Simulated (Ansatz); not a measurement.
## Strength of the C–C bond: C3H8O → C2H5O + CH3

Species: C3H8O (methoxyethane) `CCOC`, singlet; C2H5O (methoxymethyl) `[CH2]OC`, doublet; CH3 (methyl radical) `[CH3]`, doublet. 

Shapes, held fixed at every level: PBE0-D4/def2-TZVP. Flexible molecules stand in one conformer, not always the lowest. Programs: Ansatz 0.2.0. The zero-point and thermal change to 298 K, harmonic and unscaled (PBE0-D4/def2-TZVP), is -25.4 kJ/mol.

| level | kind | ΔH(298 K) (kJ/mol) | less CCSD(T)/CBS estimate |
| --- | --- | --- | --- |
| SPW92/def2-TZVPP | LDA | +423.9 | +57.0 |
| BHLYP-D4/def2-TZVPP | global hybrid | +337.6 | -29.3 |
| r2SCAN0-D4/def2-TZVPP | global hybrid | +332.1 | -34.8 |
| MP2/def2-SVP | perturbation theory | +376.8 | +9.9 |
| CCSD/def2-SVP | coupled cluster or CI | +354.7 | -12.2 |
| CCSD(T)/def2-TZVPP | coupled cluster or CI | +359.0 | -7.9 |
| CCSD/def2-TZVPP | coupled cluster or CI | +349.9 | -17.0 |
| CCSD(T)/CBS estimate | coupled cluster or CI | +366.9 | 0.0 |

The highest level, CCSD(T)/CBS estimate, gives ΔH(298 K) = +366.9 kJ/mol; the levels span +332.1 to +423.9. The column of differences is taken from that level and isn't an error. No measured value is set beside it here. Open shells run unrestricted unless RO is named. The CBS estimate extrapolates MP2 from def2-TZVPP and def2-QZVPP and adds CCSD(T) − MP2 in the triple-zeta set, cores frozen.

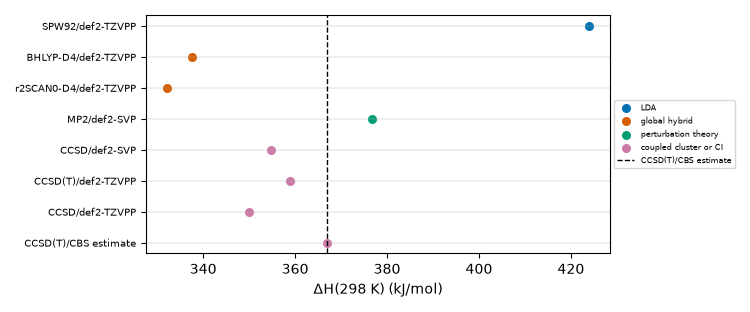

The values of the table, level by level.
